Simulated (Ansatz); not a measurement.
The calculation's input:

```
crystal:
  periodic: [false, false, false]
  atoms:
    - { symbol: Al, position_ang: [-0.042546, -0.400454, 0.124066] }
    - { symbol: H, position_ang: [-0.282253, -0.400239, 1.67644] }
    - { symbol: O, position_ang: [1.601511, -0.376647, -0.367706] }
    - { symbol: H, position_ang: [1.843079, -0.391942, -1.307079] }
    - { symbol: O, position_ang: [-1.273157, -0.561296, -1.066032] }
    - { symbol: H, position_ang: [-2.216563, -0.583889, -0.842926] }
    - { symbol: S, position_ang: [-0.092551, 2.73595, 1.56594] }
    - { symbol: H, position_ang: [1.262745, 2.621242, 1.448087] }
    - { symbol: H, position_ang: [-0.181765, 1.429774, 2.03221] }
basis:
  gaussian: { orbitals: def2-SVP }
hamiltonian:
  xc: pbe
  dispersion: d4
relax:
  f_tol: 0.03
  max_steps: 50
output:
  orbitals: {}
```

Command:

```sh
ansatz run input.yaml --threads 2 --pin off --max-ram 3072MiB --backend cpu --events-out ev --progress --plain --runs-dir out
```

The fields are those of the relaxed geometry.

Method: Ansatz 0.2.0, RKS PBE-D4/def2-SVP.

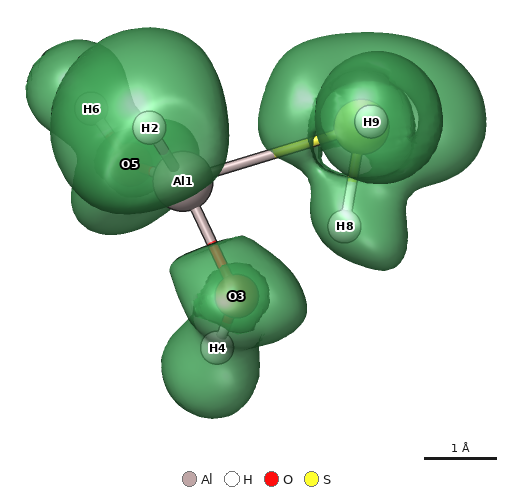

AlH$_{5}$O$_{2}$S. Isosurface of the electron localisation function at 0.75 (green), seen at a tilt. Core shells and regions of very low density are left out.

Where are the electrons localised?

Answer. At this value the surface marks out one region around a hydrogen nucleus, two joined regions spread over several atoms (H, O), in which their bonds and any lone pairs are merged and one joined region spread over several atoms (H, S), in which their bonds and any lone pairs are merged.

Values along the shortest contacts:
Al–O (1.73 Å): the ELF peaks at about 0.90 in the valence shell of O, 0.6 Å from its nucleus, and is about 0.45 at the midpoint. Al–S (2.61 Å): the ELF peaks at about 0.90 in the valence shell of S, 0.9 Å from its nucleus, and is about 0.75 at the midpoint.
